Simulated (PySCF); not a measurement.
**C₄H₇N, SMILES `C=C1CNC1`: what the electrons do**

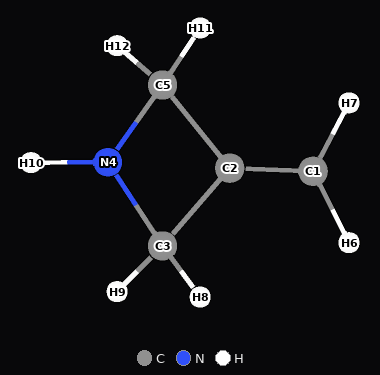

The molecule, with its atoms numbered as below. No frequency check shows the geometry to be a minimum.

Coordinates in Å:

```
C1      -1.9192   -0.0003    0.0085
C2      -0.6047    0.0008   -0.0203
C3       0.4669    1.0554   -0.0255
N4       1.4739   -0.0003    0.1652
C5       0.4657   -1.0557   -0.0255
H6      -2.4820    0.9192    0.0214
H7      -2.4830   -0.9163    0.0215
H8       0.4466    1.7657    0.8051
H9       0.5340    1.6135   -0.9665
H10      2.2381   -0.0012   -0.4996
H11      0.4447   -1.7659    0.8052
H12      0.5322   -1.6139   -0.9664
```

Part 1: Bonding charge

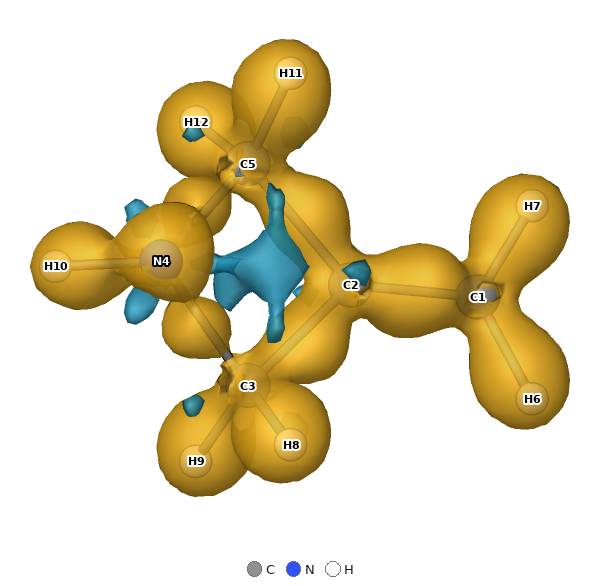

Deformation density (molecule less spherical, spin-averaged free atoms at the same positions), surfaces at ±0.15 e/Å³; yellow: gain, teal: loss.

Method: B3LYP/6-31G*; geometry: GFN2-xTB; program: PySCF.

Question: How much density has each bond gained at its critical point, relative to the free atoms?

Answer: N4–H10: +0.76 e/Å³ at the bond critical point (bond length 1.01 Å, Mayer order 0.9). C1–C2: +0.71 e/Å³ at the bond critical point (bond length 1.31 Å, Mayer order 2.0). C3–H8 and C5–H11: +0.66 e/Å³ at the bond critical point (bond length 1.09 Å, Mayer order 0.9). C1–H7 and C1–H6: +0.65 e/Å³ at the bond critical point (bond length 1.08 Å, Mayer order 0.9). C3–H9 and C5–H12: +0.64 e/Å³ at the bond critical point (bond length 1.10 Å, Mayer order 0.9). C2–C3 and C2–C5: +0.49 e/Å³ at the bond critical point (bond length 1.50 Å, Mayer order 1.0). C3–N4 and N4–C5: +0.34 e/Å³ at the bond critical point (bond length 1.47 Å, Mayer order 1.0). In all, 2.5 electrons gather in the regions of gain relative to the promolecule.

Question: Where do the Hirshfeld charges lie?

Answer: The highest Hirshfeld charge is on H10 (+0.10 e), the lowest on N4 (−0.19 e).

```json
{"atom": "C1", "charge (e)": "−0.11"}
{"atom": "C2", "charge (e)": "+0.01"}
{"atom": "C3", "charge (e)": "−0.01"}
{"atom": "N4", "charge (e)": "−0.19"}
{"atom": "C5", "charge (e)": "−0.01"}
{"atom": "H6", "charge (e)": "+0.04"}
{"atom": "H7", "charge (e)": "+0.04"}
{"atom": "H8", "charge (e)": "+0.03"}
{"atom": "H9", "charge (e)": "+0.03"}
{"atom": "H10", "charge (e)": "+0.10"}
{"atom": "H11", "charge (e)": "+0.03"}
{"atom": "H12", "charge (e)": "+0.03"}
```

Part 2: Bond critical points

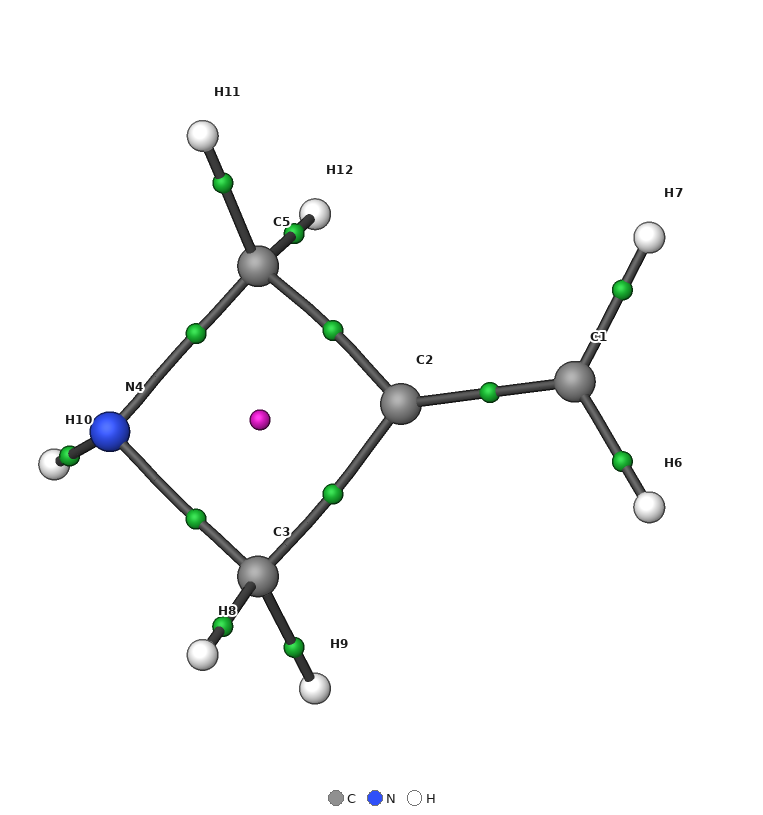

Molecular graph of the electron density (QTAIM): bond paths, bond critical points (green), ring points (magenta, if any); weak paths are dashed.

Question: How many critical points of each kind are there, and does the count close?

Answer: 12 nuclei, 12 bond, 1 ring and 0 cage critical points: 12 − 12 + 1 − 0 = 1, as the Poincaré–Hopf relation requires.

Question: Give the properties at the bond critical points.

Answer:
```json
{"bond": "C1–C2", "length (Å)": "1.315", "ρ (a.u.)": "0.356", "∇²ρ (a.u.)": "−1.08", "ε": "0.39", "H (a.u.)": "−0.416"}
{"bond": "N4–H10", "length (Å)": "1.013", "ρ (a.u.)": "0.333", "∇²ρ (a.u.)": "−1.61", "ε": "0.04", "H (a.u.)": "−0.457"}
{"bond": "C1–H7 (2 alike)", "length (Å)": "1.076", "ρ (a.u.)": "0.280", "∇²ρ (a.u.)": "−0.99", "ε": "0.02", "H (a.u.)": "−0.286"}
{"bond": "C3–H8 (2 alike)", "length (Å)": "1.093", "ρ (a.u.)": "0.276", "∇²ρ (a.u.)": "−0.94", "ε": "0.03", "H (a.u.)": "−0.272"}
{"bond": "C3–H9 (2 alike)", "length (Å)": "1.096", "ρ (a.u.)": "0.272", "∇²ρ (a.u.)": "−0.91", "ε": "0.02", "H (a.u.)": "−0.265"}
{"bond": "C3–N4 (2 alike)", "length (Å)": "1.471", "ρ (a.u.)": "0.269", "∇²ρ (a.u.)": "−0.74", "ε": "0.05", "H (a.u.)": "−0.292"}
{"bond": "C2–C3 (2 alike)", "length (Å)": "1.503", "ρ (a.u.)": "0.262", "∇²ρ (a.u.)": "−0.64", "ε": "0.04", "H (a.u.)": "−0.223"}
```

Question: What kind of interaction is C3–H9?

Answer: Shared-shell (covalent): ρ = 0.272, ∇²ρ = −0.91, H = −0.265 a.u.

Part 3: Local ionisation energy

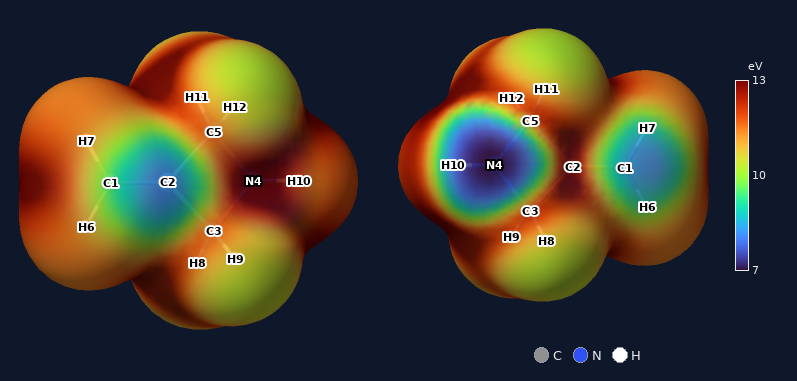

Average local ionisation energy on the surface of electron density 0.001 a.u. (back view left, front view right).

Question: Locate the minima of the map.

Answer: The lowest value is 7.1 eV, 1.9 Å from N4. Further minima include 8.2 eV, over C1, off the plane of its three bonds (2.0 Å); 8.2 eV, over C1, off the plane of its three bonds (2.0 Å); 10.1 eV, 1.4 Å from H8, and at like points elsewhere. For comparison, the highest occupied orbital lies at −5.8 eV.

Part 4: Localised orbitals

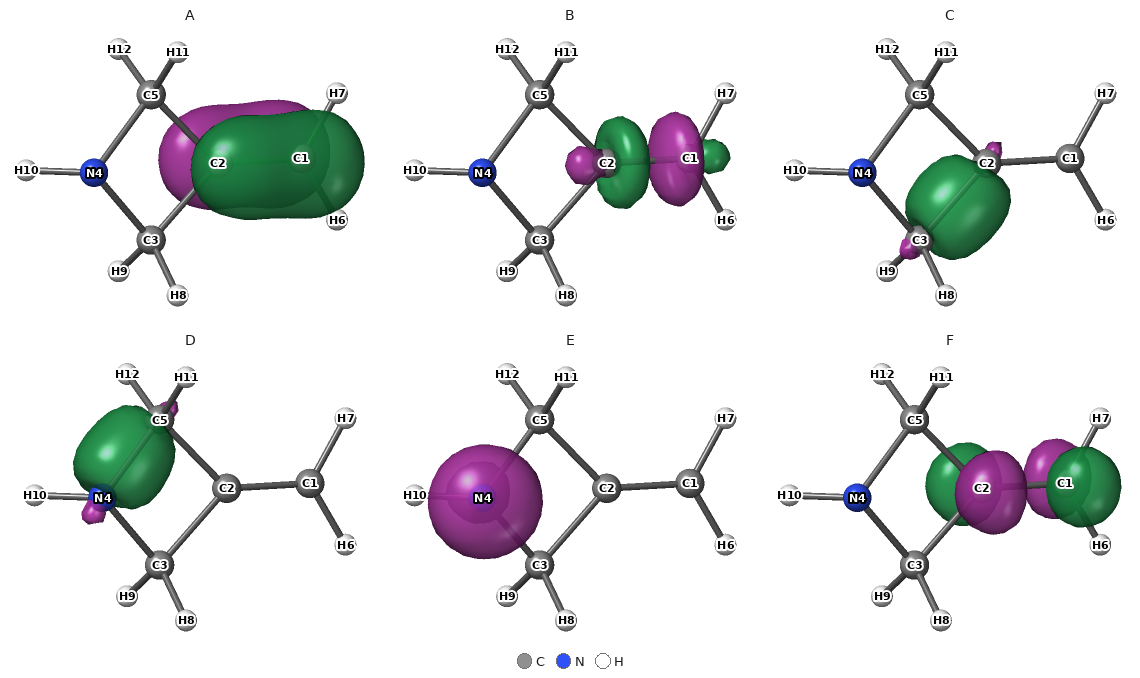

Intrinsic bond orbitals (IBO), occupied and valence-virtual; each surface holds about 70 % of the orbital's density. Energies are diagonal elements of the Fock matrix.

PySCF calculation, ωB97X/def2-SVP, gas phase; geometry: GFN2-xTB.

Question: What does each orbital represent in a Lewis picture?

Answer: By panel:
- A: π bond C1–C2 (C1 52 %, C2 46 %; −10.2 eV)
- B: σ* orbital C1–C2 (C1 50 %, C2 49 %; 21.4 eV)
- C: σ bond C3–C2 (C3 50 %, C2 49 %; −17.5 eV)
- D: σ bond N4–C5 (N4 56 %, C5 43 %; −18.9 eV)
- E: lone pair on N4 (sp4.3-type) (N4 97 %; −10.5 eV)
- F: π* orbital C2–C1 (C2 52 %, C1 46 %; 5.1 eV)

Part 5: Magnetic shielding

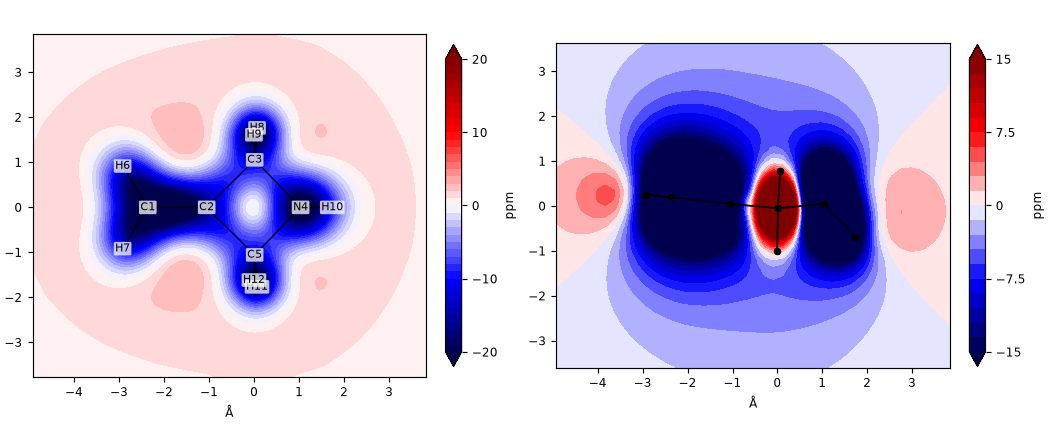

NICSzz (the component normal to the ring) 1.0 Å above the plane of the 4-membered ring C2/C3/N4/C5 (left) and NICSzz (the component normal to the ring) in a plane perpendicular to the same ring (right); GIAO shieldings; atoms are projected onto the map; negative values mean shielding.

PySCF calculation, HF/def2-SVP, gas phase; geometry: GFN2-xTB.

Question: Is the ring aromatic by this magnetic criterion?

Answer: It is neither clearly shielded nor deshielded above its centre; an sp³ atom breaks the ring's conjugation, so the values mix its σ bonds and separate π bonds and show no closed π ring current: NICS(0) = +2.2, NICS(1) = −0.5 and +0.6, NICS(1)zz = −0.2 and +2.7 (two faces) ppm.

Part 6: Stretching a bond

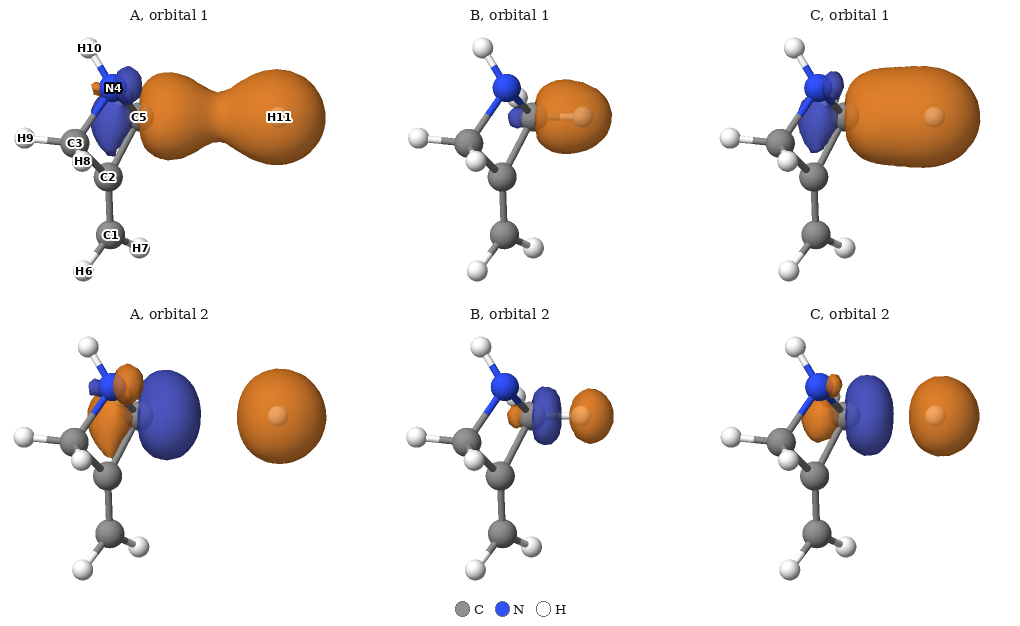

Rigid stretch of the C5–H11 bond. The two CASSCF(2,2) natural orbitals nearest half filling (orbital 1 the more occupied).

Method: 6-31+G* basis; geometry: GFN2-xTB; program: PySCF.

Question: The columns are at 1.07, 1.93 and 3.00 Å, in some order. Assign them, and give the occupations.

Answer: A: 3.00 Å, occupations 1.31 and 0.69. B: 1.07 Å, occupations 1.98 and 0.02. C: 1.93 Å, occupations 1.82 and 0.18.

UHF's ⟨S²⟩ passes 1 along the scan (up to 1.13), so it also polarises electrons outside the stretched bond; its energy lowering isn't due to that bond alone.

Question: Where does the UHF solution part from RHF?

Answer: Between 1.44 Å (⟨S²⟩ = 0, the two coincide) and 1.66 Å (⟨S²⟩ = 0.20); at 3.00 Å ⟨S²⟩ is 1.13 and UHF lies 3.0 eV below RHF.

Question: How much energy does the stretch cost?

Answer: By CASSCF, 4.0 eV from the lowest point of the scan (1.07 Å) to 3.00 Å; RHF gives 6.5 eV from its own lowest point. The fragments aren't relaxed and dynamic correlation is missing, so this isn't a bond dissociation energy.
